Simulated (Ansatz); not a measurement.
**BP₂: one change and its effect**

System: BP₂ (3 atoms in the cell).
Method of run A: Kohn-Sham DFT of a periodic cell, PBE, all-electron LAPW, scalar-relativistic, no spin polarisation (Ansatz 0.2.0).

Text and figures count atoms from 1; the logs count them from 0 in places.

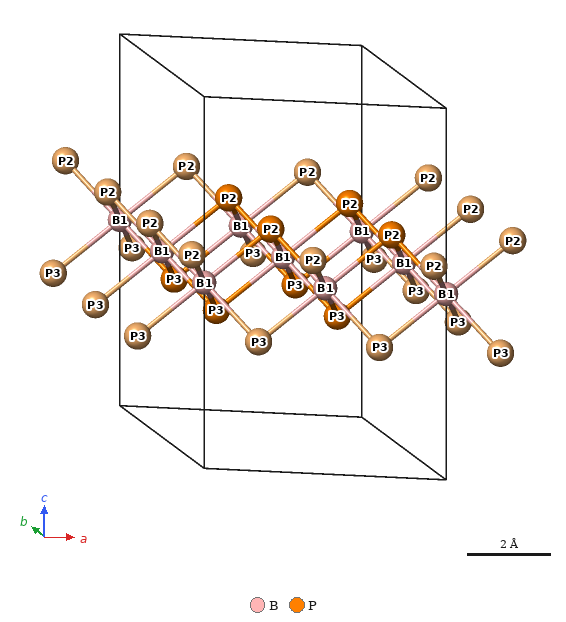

**Figure 1.** The structure (ball-and-stick view of the 2 × 2 repeat of the cell, with the vacuum cut short, seen slightly off an axis; neighbours outside the cell are drawn fainter; atoms are numbered from 1 in the order of the input). An atom can appear more than once, as a periodic image.

**Input, run A**
```yaml
crystal:
  lattice:
    - [2.97564, 0.0, 0.0]
    - [-1.48782, 2.57698, 0.0]
    - [0.0, 0.0, 29.05353]
  atoms:
    - { symbol: B, position: [0.0, 0.0, 0.27572] }
    - { symbol: P, position: [0.66667, 0.33333, 0.31628] }
    - { symbol: P, position: [0.33333, 0.66667, 0.23516] }
kpoints:
  mp_grid: { grid: [10, 10, 1] }
scf:
  occupations: { method: fermi_dirac, width: 0.05 }
hamiltonian:
  xc: pbe
  pseudopotentials: { kind: all_electron, lapw: { basis_error: 0.002 } }
output:
  forces: true
  stress: true
  eigenvalues: true
```

Command:
```bash
ansatz run input.yaml --threads 4 --pin off --max-ram 14336MiB --backend cpu --events-out ev --progress --plain --runs-dir out
```

Hardware: 4 threads of Intel Xeon @ 2.50GHz (Skylake/Cascade Lake), 189 GiB of memory available, shared host.

**Output, shortened to warnings, some set-up lines, iterations and results (run A)**
```
Warning: the atoms were moved onto the symmetric positions of the space group found under crystal.symmetry.tolerance 1.0e-5 (fractional; no operation is sought that the atoms, as they stand in a round, miss by more than twice it, and no atom is moved by as much as it), and the run uses the moved positions. Before a round's move an operation carried an atom to 2.98e-5 Å from where it should land, …
Basis set: ecut = 217.0082344183837 eV, 1677 PW (Γ), exchange–correlation at level 2
Symmetry: 12 space group operations
k-points: 14 of 100
Initial density: superposition of atomic densities (neutral atoms: chi_scale 0, normalization atom)
[...]
SCF iter   1: F=—  HF=-19293.073075 eV  |F-HF|=—  |Δ(HF+E_count)|=         —  Δρ=2.51e-2  dr2=3.43e0  ethr=1.11e-2  ⟨swp⟩=2.9  Hψ=2010  notcnv=0
SCF iter   2: F=—  HF=-19292.157495 eV  |F-HF|=—  |Δ(HF+E_count)|=   9.16e-1  Δρ=8.64e-3  dr2=2.77e-1  ethr=9.05e-4  ⟨swp⟩=2.3  Hψ=1484  notcnv=0  defer=2
SCF iter   3: F=—  HF=-19292.151069 eV  |F-HF|=—  |Δ(HF+E_count)|=         —  Δρ=1.69e-3  dr2=2.17e-2  ethr=8.95e-4  ⟨swp⟩=3.6  Hψ=897  notcnv=0
SCF iter   4: F=—  HF=-19292.148314 eV  |F-HF|=—  |Δ(HF+E_count)|=   2.76e-3  Δρ=5.24e-4  dr2=8.98e-4  ethr=7.01e-5  ⟨swp⟩=3.3  Hψ=898  notcnv=0
SCF iter   5: F=—  HF=-19292.148143 eV  |F-HF|=—  |Δ(HF+E_count)|=   1.71e-4  Δρ=1.85e-4  dr2=3.00e-4  ethr=2.90e-6  ⟨swp⟩=3.0  Hψ=785  notcnv=0
SCF iter   6: F=—  HF=-19292.148071 eV  |F-HF|=—  |Δ(HF+E_count)|=   7.14e-5  Δρ=5.82e-5  dr2=2.77e-5  ethr=9.69e-7  ⟨swp⟩=3.0  Hψ=829  notcnv=0
SCF iter   7: F=—  HF=-19292.148069 eV  |F-HF|=—  |Δ(HF+E_count)|=   2.23e-6  Δρ=1.14e-5  dr2=5.55e-7  ethr=8.93e-8  ⟨swp⟩=3.0  Hψ=813  notcnv=0
SCF iter   8: F=-19292.148069 eV  HF=-19292.148069 eV  |F-HF|=2.26e-8  |Δ(HF+E_count)|=   9.84e-8  Δρ=3.60e-6  dr2=8.46e-8  ethr=1.79e-9  ⟨swp⟩=3.0  Hψ=812  notcnv=0
SCF 1 converged in 8 iterations: F = -19292.148069 eV  dr2 = 8.46e-8
SCF converged after 8 iterations
Free energy (F): -19292.148069 eV
Harris-Foulkes:  -19292.148069 eV  (|F-HF|=2.26e-8)
Internal energy: -19292.119929 eV  (E = F + TS)
E sigma→0 (E₀):  -19292.133999 eV
Entropy (-TS):   -0.028140 eV (-9.380 meV/atom)
Fermi energy:    -2.208646 eV
--- Per-component energies (eV) ---
  E_band       = -2613.066339
  E_kinetic    = 19354.940210
  E_xc         = -1372.650876
  E_electrostatic = -37274.409262  (all electrons and nuclei)
  E_smearing   = -0.028140  (= −TS)
  E_closure    = 0.000000  (closes the sum)
  E_atoms      = -19276.735590  (free atoms, spherical and without spin; not in F)
  Σ components = -19292.148069   (vs F -19292.148069, Δ=0.00e0)
  Basis errors (estimates in eV, not in F): energy 1.4e-3 per atom: plane waves 1.3e-3 (7.9e-4 summed), levels above the bands 2.8e-47, relativity 2.8e-8, radial functions 7.3e-5, core shells 4.2e-10; eigenvalues (radial functions only) 8.2e-6; not estimated: angular momenta, meshes, grids; target …
--- Forces (eV/Å), atoms counted from 1 ---
  atom   1  B      0.00000000    -0.00000000     0.00000000
  atom   2  P      0.00000000     0.00000000     0.14172686
  atom   3  P      0.00000000    -0.00000000    -0.14172686
  max |Σ_I F_I| component: 1.23e-32 eV/Å
--- Stress (GPa, compression-positive) ---
       -0.118829       0.000000       0.000000
        0.000000      -0.118829       0.000000
        0.000000       0.000000       0.241248
  P = ⅓ Tr σ = 0.0012 GPa (0.012 kbar)
```

For run B the input was changed thus:
```diff
-  xc: pbe
+  xc: pbesol
```

Predict how the results change.

The total energies belong to different methods, so their difference says nothing on which is more stable or more accurate. The largest force goes from 0.142 to 0.008 eV/Å. The functional changes from PBE to PBEsol. The SCF takes 9 iterations against 8.

**Output, shortened to warnings, some set-up lines, iterations and results (run B)**
```
Warning: the atoms were moved onto the symmetric positions of the space group found under crystal.symmetry.tolerance 1.0e-5 (fractional; no operation is sought that the atoms, as they stand in a round, miss by more than twice it, and no atom is moved by as much as it), and the run uses the moved positions. Before a round's move an operation carried an atom to 2.98e-5 Å from where it should land, …
Basis set: ecut = 217.15910255623092 eV, 1677 PW (Γ), exchange–correlation at level 2
Symmetry: 12 space group operations
k-points: 14 of 100
Initial density: superposition of atomic densities (neutral atoms: chi_scale 0, normalization atom)
[...]
SCF iter   1: F=—  HF=-19258.664746 eV  |F-HF|=—  |Δ(HF+E_count)|=         —  Δρ=2.52e-2  dr2=3.47e0  ethr=1.12e-2  ⟨swp⟩=2.6  Hψ=2010  notcnv=0
SCF iter   2: F=—  HF=-19257.739601 eV  |F-HF|=—  |Δ(HF+E_count)|=   9.25e-1  Δρ=8.60e-3  dr2=2.63e-1  ethr=8.59e-4  ⟨swp⟩=2.3  Hψ=1487  notcnv=0
SCF iter   3: F=—  HF=-19257.713363 eV  |F-HF|=—  |Δ(HF+E_count)|=         —  Δρ=1.78e-3  dr2=2.31e-2  ethr=8.49e-4  ⟨swp⟩=3.5  Hψ=895  notcnv=0  defer=1
SCF iter   4: F=—  HF=-19257.709784 eV  |F-HF|=—  |Δ(HF+E_count)|=   3.58e-3  Δρ=5.14e-4  dr2=8.70e-4  ethr=7.46e-5  ⟨swp⟩=3.1  Hψ=894  notcnv=0
SCF iter   5: F=—  HF=-19257.709616 eV  |F-HF|=—  |Δ(HF+E_count)|=   1.68e-4  Δρ=1.82e-4  dr2=2.99e-4  ethr=2.81e-6  ⟨swp⟩=3.0  Hψ=783  notcnv=0
SCF iter   6: F=—  HF=-19257.709553 eV  |F-HF|=—  |Δ(HF+E_count)|=   6.32e-5  Δρ=6.32e-5  dr2=3.47e-5  ethr=9.64e-7  ⟨swp⟩=3.0  Hψ=829  notcnv=0
SCF iter   7: F=—  HF=-19257.709553 eV  |F-HF|=—  |Δ(HF+E_count)|=   2.03e-7  Δρ=1.26e-5  dr2=9.21e-7  ethr=1.12e-7  ⟨swp⟩=3.0  Hψ=814  notcnv=0
SCF iter   8: F=—  HF=-19257.709553 eV  |F-HF|=—  |Δ(HF+E_count)|=   3.18e-7  Δρ=3.88e-6  dr2=1.23e-7  ethr=2.97e-9  ⟨swp⟩=3.0  Hψ=813  notcnv=0
SCF iter   9: F=-19257.709553 eV  HF=-19257.709553 eV  |F-HF|=1.70e-8  |Δ(HF+E_count)|=   5.13e-8  Δρ=1.43e-6  dr2=6.41e-8  ethr=3.96e-10  ⟨swp⟩=3.0  Hψ=733  notcnv=0
SCF 1 converged in 9 iterations: F = -19257.709553 eV  dr2 = 6.41e-8
SCF converged after 9 iterations
Free energy (F): -19257.709553 eV
Harris-Foulkes:  -19257.709553 eV  (|F-HF|=1.70e-8)
Internal energy: -19257.681575 eV  (E = F + TS)
E sigma→0 (E₀):  -19257.695564 eV
Entropy (-TS):   -0.027978 eV (-9.326 meV/atom)
Fermi energy:    -2.264505 eV
--- Per-component energies (eV) ---
  E_band       = -2608.633745
  E_kinetic    = 19314.255813
  E_xc         = -1336.787211
  E_electrostatic = -37235.150177  (all electrons and nuclei)
  E_smearing   = -0.027978  (= −TS)
  E_closure    = 0.000000  (closes the sum)
  E_atoms      = -19241.063057  (free atoms, spherical and without spin; not in F)
  Σ components = -19257.709553   (vs F -19257.709553, Δ=0.00e0)
  Basis errors (estimates in eV, not in F): energy 1.4e-3 per atom: plane waves 1.3e-3 (8.0e-4 summed), levels above the bands 1.0e-47, relativity 1.1e-8, radial functions 5.7e-5, core shells 4.0e-10; eigenvalues (radial functions only) 8.3e-6; not estimated: angular momenta, meshes, grids; target …
--- Forces (eV/Å), atoms counted from 1 ---
  atom   1  B     -0.00000000     0.00000000     0.00000000
  atom   2  P      0.00000000     0.00000000    -0.00839111
  atom   3  P      0.00000000    -0.00000000     0.00839111
  max |Σ_I F_I| component: 9.25e-18 eV/Å
--- Stress (GPa, compression-positive) ---
       -0.738289       0.000000       0.000000
        0.000000      -0.738289       0.000000
        0.000000       0.000000      -0.013388
  P = ⅓ Tr σ = -0.4967 GPa (-4.967 kbar)
```

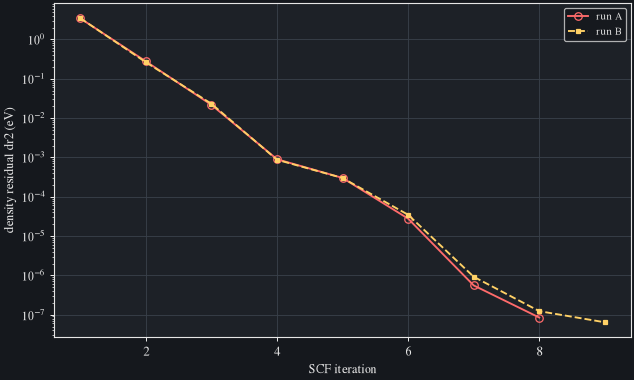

**Figure 2.** Convergence of the two runs: density residual dr2 against the SCF iteration. Run A takes 8 iterations in all, and run B takes 9.

**The two runs side by side**

```csv
quantity,run A,run B
outcome,converged,converged
free energy per atom (eV),−6430.7160,−6419.2365
"energy per atom, smearing taken to zero (eV)",−6430.7113,−6419.2319
gap on the mesh (eV),0.00,0.00
largest force (eV/Å),0.142,0.008
SCF iterations,8,9
irreducible k-points,14,14
plane waves at Γ,1677,1677
wall time (shared host),7.1 s,7.9 s
```

For both runs: Warnings: the structure was made exactly symmetric.
